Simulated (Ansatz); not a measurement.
Input

```
crystal:
  periodic: [false, false, false]
  atoms:
    - symbol: C
      position_ang: [-1.708379, 0.670695, 0.494805]
    - symbol: B
      position_ang: [-2.696968, -0.340142, -0.054028]
    - symbol: F
      position_ang: [-3.007902, -0.370150, -1.345145]
    - symbol: F
      position_ang: [-3.285408, -1.229739, 0.737754]
    - symbol: Si
      position_ang: [-0.592968, 1.811222, 1.113842]
basis:
  gaussian:
    orbitals: def2-TZVPD
magnetization:
  spin_polarized: true
  initial_magnetization: 1
hamiltonian:
  xc: pbe0
output: {forces: true, orbitals: {seedname: orbitals}}
```

Command:

```sh
ansatz run input.yaml --threads 1 --pin off --max-ram 2610MiB --events-out events.jsonl --progress --plain --runs-dir runs
```

Geometry: r2SCAN-D4/def2-SVP.

The calculation used isolated molecule in a Gaussian basis; Kohn-Sham density functional theory, functional PBE0 in Ansatz.

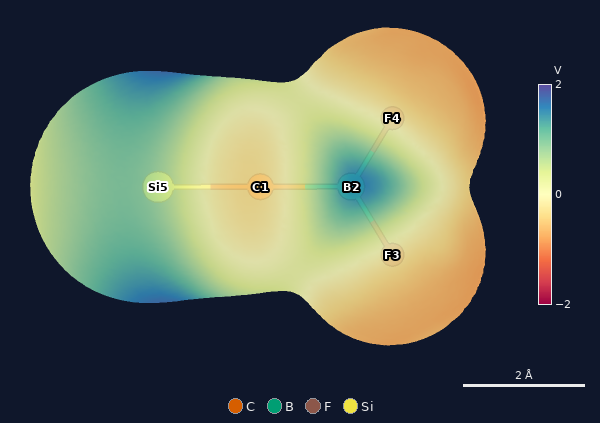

CBF2Si (SMILES FB(F)C#[Si]) (doublet). The molecular electrostatic potential painted on the density surface at 0.002 e/bohr³, seen across its widest extent; red is negative and blue positive.

### Where is the surface potential most negative and most positive?

The most negative region (about −0.8 V) lies over F3 and F4, the most positive (about +1.7 V) over Si5.

### How polar is the molecule by this calculation?

Its dipole moment is 2.65 D.
